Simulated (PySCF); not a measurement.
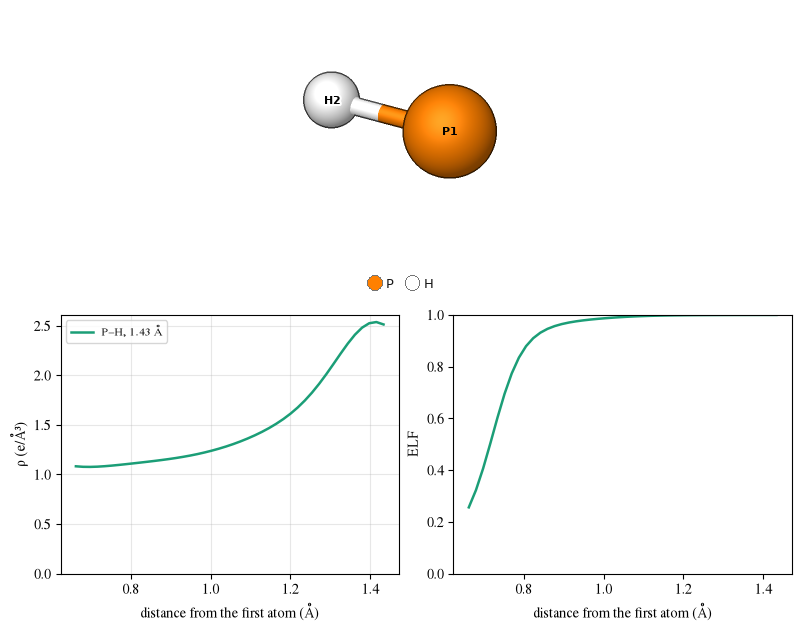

Figure. PH (triplet). Total electron density and electron localisation function along straight lines between neighbouring atoms. The curves leave out the atomic cores. The structure is drawn too.

The calculation used PBE0/6-311G(d,p), non-relativistic, at a bond length of 1.433 Å (PySCF 2.14.0).

Q: What can be read from the curves?

A: P–H (1.43 Å): the density is about 1.1 e/Å³ at the midpoint; the ELF climbs to about 1 towards the hydrogen, as it does in any bond to H.
